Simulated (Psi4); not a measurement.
# SiHF3 (SMILES F[SiH](F)F) at B3LYP/cc-pVDZ (sweep point 4)

What is the vertical ionisation energy of SiHF3 at B3LYP/cc-pVDZ (sweep point 4)? 

The results are computed with Psi4 1.11.

4 further runs of the same task are left out: 4 set aside as unsound or not needed.

## 1. The structure to begin with

SiHF3 has 5 atoms, charge 0, and is taken as a singlet. As SMILES, `F[SiH](F)F`. Geometry: relaxed at PBE0-D4/def2-TZVP.

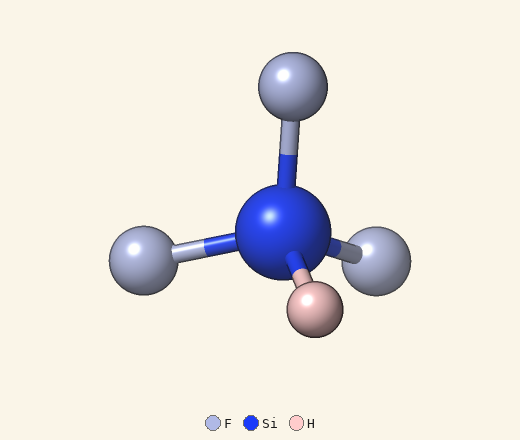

Viewed from a chosen angle; fluorine light blue, silicon blue, hydrogen pink.

## 2. The energy at B3LYP/cc-pVDZ (sweep point 4)

File f3hsi.inp:

```
memory 1600 mb

molecule m {
  F     -0.84489655    -0.15533549     2.81814857
  Si     0.07691185     0.00321253    -0.00340151
  F     -1.12835547     2.42149506    -1.24192801
  F     -0.93711519    -2.38729101    -1.44979788
  H      2.83345535     0.11791891    -0.12302117
  units bohr
  symmetry c1
}

set {
  basis                cc-pVDZ
  reference            rks
  puream               true
  scf_type             pk
  dft_radial_points    99
  dft_spherical_points 590
  d_convergence        1e-05
  e_convergence        1e-05
}

e, wfn = energy("b3lyp", return_wfn=True)
```

Started as:

```sh
$ psi4 -n 1 f3hsi.inp f3hsi.out
```

f3hsi.out:

```text
[...]
  Running in c1 symmetry.
[...]
  Nuclear repulsion =  188.407850502799874
[...]
  Multiplicity = 1
[...]
  Nalpha       = 21
  Nbeta        = 21
[...]
    Number of basis functions: 65
[...]
   @RKS iter   1:  -589.69906406704388   -3.49022e-01   9.11636e-03 DIIS/ADIIS
[...]
   @RKS iter   6:  -589.80758886553178   -2.13186e-07   8.12391e-07 DIIS
[...]
    Orbital Energies [Eh]
    ---------------------
    Doubly Occupied:
       1A    -66.272885     2A    -24.718537     3A    -24.718527
       4A    -24.718524     5A     -5.410845     6A     -3.771234
       7A     -3.771233     8A     -3.767042     9A     -1.243744
      10A     -1.214456    11A     -1.214429    12A     -0.603781
      13A     -0.522709    14A     -0.522702    15A     -0.511649
      16A     -0.468460    17A     -0.468454    18A     -0.444883
      19A     -0.444868    20A     -0.428343    21A     -0.396336
[...]
  @RKS Final Energy:  -589.80758886553178
   => Energetics <=
    Nuclear Repulsion Energy =            188.4078505027998744
    One-Electron Energy =               -1194.6351170081661621
    Two-Electron Energy =                 459.1106463011913661
    DFT Exchange-Correlation Energy =     -42.6909686613568553
    Empirical Dispersion Energy =           0.0000000000000000
    VV10 Nonlocal Energy =                  0.0000000000000000
    Total Energy =                       -589.8075888655317840
[...]
 Multipole Moments:
 ------------------------------------------------------------------------------------
     Multipole            Electronic (a.u.)      Nuclear  (a.u.)        Total (a.u.)
 ------------------------------------------------------------------------------------
 L = 1.  Multiply by 2.5417464519 to convert [e a0] to [Debye]
 Dipole X            :         -1.7563210            2.2804039            0.5240829
 Dipole Y            :         -0.0730710            0.0949100            0.0218390
 Dipole Z            :          0.0760652           -0.0990473           -0.0229821
 Magnitude           :                                                    0.5250409
[...]
```

It took 17 s on 1 thread of AMD EPYC 7R43 (Zen 3), shared host; peak memory 0.75 GiB.

## 3. The doublet cation, same level

File input.inp:

```
memory 1.6 GB

molecule {
  1 2
  F     -0.84489655    -0.15533549     2.81814857
  Si     0.07691185     0.00321253    -0.00340151
  F     -1.12835547     2.42149506    -1.24192801
  F     -0.93711519    -2.38729101    -1.44979788
  H      2.83345535     0.11791891    -0.12302117
  units au
  symmetry c1
}

set globals {
  basis cc-pVDZ
  reference uks
  puream true
  scf_type pk
  dft_radial_points 99
  dft_spherical_points 590
  d_convergence 1e-05
  e_convergence 1e-05
  maxiter 150
}

energy('b3lyp')
```

Started as:

```sh
$ psi4 input.inp input.out -n 1
```

input.out:

```text
[...]
  Running in c1 symmetry.
[...]
  Nuclear repulsion =  188.407850502799874
[...]
  Multiplicity = 2
[...]
  Nalpha       = 21
  Nbeta        = 20
[...]
    Number of basis functions: 65
[...]
   @UKS iter   1:  -589.18781202721721    1.62230e-01   8.06764e-03 ADIIS/DIIS
[...]
   @UKS iter   8:  -589.29649286428560   -4.15581e-06   6.85891e-06 DIIS
[...]
   @S^2 Observed:                7.568361356E-01
[...]
    Orbital Energies [Eh]
    ---------------------
    Alpha Occupied:
       1A    -66.590932     2A    -25.022491     3A    -25.022478
       4A    -25.022472     5A     -5.728908     6A     -4.088443
       7A     -4.087922     8A     -4.087921     9A     -1.537999
      10A     -1.508820    11A     -1.508809    12A     -0.914514
      13A     -0.822427    14A     -0.810285    15A     -0.810282
      16A     -0.756198    17A     -0.756193    18A     -0.741759
      19A     -0.731211    20A     -0.731208    21A     -0.710682
    Alpha Virtual:
      22A     -0.236139    23A     -0.225430    24A     -0.225419
      25A     -0.140623    26A     -0.037289    27A      0.067693
[...]
  @UKS Final Energy:  -589.29649286428560
   => Energetics <=
    Nuclear Repulsion Energy =            188.4078505027998744
    One-Electron Energy =               -1182.1239213422968533
    Two-Electron Energy =                 446.7508792811715352
    DFT Exchange-Correlation Energy =     -42.3313013059601246
    Empirical Dispersion Energy =           0.0000000000000000
    VV10 Nonlocal Energy =                  0.0000000000000000
    Total Energy =                       -589.2964928642854829
[...]
 Multipole Moments:
 ------------------------------------------------------------------------------------
     Multipole            Electronic (a.u.)      Nuclear  (a.u.)        Total (a.u.)
 ------------------------------------------------------------------------------------
 L = 1.  Multiply by 2.5417464519 to convert [e a0] to [Debye]
 Dipole X            :         -0.6457433            2.2804039            1.6346606
 Dipole Y            :         -0.0269226            0.0949100            0.0679874
 Dipole Z            :          0.0280912           -0.0990473           -0.0709561
 Magnitude           :                                                    1.6376118
[...]
```

It took 29 s on 1 thread of AMD EPYC 7R43 (Zen 3), shared host; peak memory 0.76 GiB.

## 4. What came out

At B3LYP/cc-pVDZ (sweep point 4):

| quantity | value |
| --- | --- |
| singlet SiHF3: total energy | -589.80759 Eh |
| singlet SiHF3: dipole moment | 1.33 D |
| singlet SiHF3: HOMO energy | -10.78 eV |
| singlet SiHF3: LUMO energy | 1.39 eV |
| singlet SiHF3: HOMO–LUMO gap | 12.17 eV |
| doublet cation: total energy | -589.29649 Eh |
| doublet cation: HOMO energy (highest over α and β) | -19.17 eV |
| doublet cation: LUMO energy (lowest over α and β) | -16.96 eV |
| doublet cation: ⟨S²⟩ | 0.757 |
| vertical ionisation energy (to the doublet cation) | 13.908 eV |

In words: Removing an electron at fixed nuclei costs 13.91 eV (321 kcal/mol). −ε(HOMO) before ionisation, 10.78 eV, is 3.12 eV below this ionisation energy.
